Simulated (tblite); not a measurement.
# Frequency calculation of C6H10BNSi

- system: C6H10BNSi
- method: GFN2-xTB harmonic vibrations, gas phase (tblite 0.8.0)

It belongs to a series of runs on one base structure; here: H on B replaced by NHSiH3.

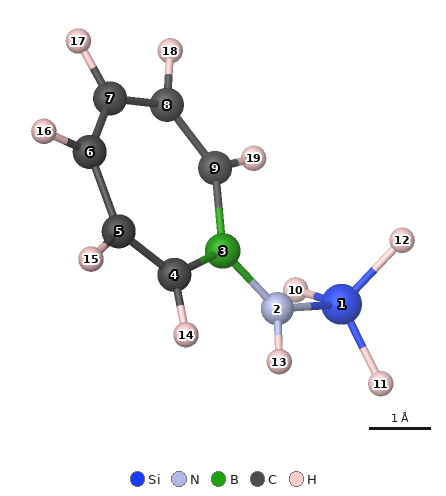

The input geometry (ball-and-stick view, seen at a tilt; atoms are numbered from 1 in the order of the input). Bond lengths as drawn: B–C 1.54 Å, B–N 1.42 Å, C–C 1.35 to 1.42 Å, C–H 1.09 Å, H–N 1.01 Å, H–Si 1.47 Å and N–Si 1.73 Å.

Summary

```csv
quantity,value
outcome,converged
total energy,−648.1126 eV
zero-point energy,88.8500 kcal/mol
hardware,"1 CPU thread, shared host"
wall time,1.3 s
peak memory,0.18 GiB
```

Input file
```
{"job": {"kind": "ir", "xc": "GFN2-xTB", "basis": "xTB"}, "charge": 0, "multiplicity": 1}
Si     3.278804    -0.105568    -0.245741
N      1.856643     0.391590     0.610917
B      0.474710     0.211968     0.328585
C     -0.547479     0.802675     1.318342
C     -1.899860     0.751221     1.278526
C     -2.738044     0.129382     0.311397
C     -2.426064    -0.549227    -0.823296
C     -1.162409    -0.853721    -1.403028
C      0.074520    -0.549840    -0.944936
H      3.319960    -1.566141    -0.378934
H      4.401447     0.360280     0.572789
H      3.324326     0.514400    -1.574843
H      2.046796     0.900215     1.462327
H     -0.143510     1.341766     2.173455
H     -2.452152     1.235950     2.079852
H     -3.798178     0.220994     0.523728
H     -3.271879    -0.922785    -1.391220
H     -1.239857    -1.407723    -2.335142
H      0.892421    -0.896187    -1.570237
```

The first line tells a small driver script what to run in tblite; the rest is the geometry in Å.

Launch command:
```bash
OMP_NUM_THREADS=1 python <driver script> task.json out
```

The program's output
```
mode    cm-1     km/mol
  1      36.5      0.07
  2      92.7      0.32
  3     117.1      0.63
  4     131.7      0.08
  5     218.7      0.90
  6     265.8      0.78
  7     282.9      2.03
  8     372.9      0.21
  9     400.1      0.20
 10     493.5     14.38
 11     522.0      4.96
 12     548.4    103.90
 13     568.0     50.33
 14     608.9      6.67
 15     654.9     45.80
 16     704.1     68.80
 17     758.9      1.43
 18     779.9    249.39
 19     801.3      3.42
 20     803.9    150.18
 21     807.8    478.74
 22     831.8      0.75
 23     869.5      8.60
 24     880.1    146.00
 25     943.0      0.01
 26     951.2      6.24
 27     959.8      0.10
 28     980.7      0.01
 29    1055.5      5.53
 30    1158.1      6.48
 31    1229.2    162.66
 32    1261.7     21.84
 33    1280.2    158.60
 34    1310.2     84.47
 35    1319.7    380.35
 36    1378.3      7.37
 37    1410.8     74.61
 38    1454.3      0.42
 39    1504.7     68.76
 40    1606.6      4.86
 41    1628.5     23.40
 42    2209.5    447.31
 43    2224.7    304.97
 44    2238.6    238.20
 45    2980.4     40.70
 46    2994.8     28.32
 47    3002.1     99.60
 48    3015.7     72.34
 49    3024.8     72.90
 50    3041.0     82.18
 51    3435.6      1.19
```

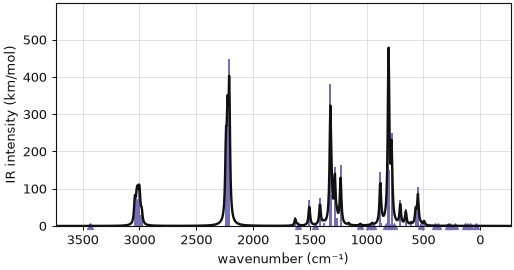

Harmonic infrared spectrum, unscaled: sticks (degenerate modes added up, dark ones marked on the axis) with a Lorentzian envelope of 16 cm⁻¹ full width, scaled to the tallest stick. 51 modes from 36 to 3436 cm⁻¹, none imaginary. The strongest line is at 808 cm⁻¹ (479 km/mol).
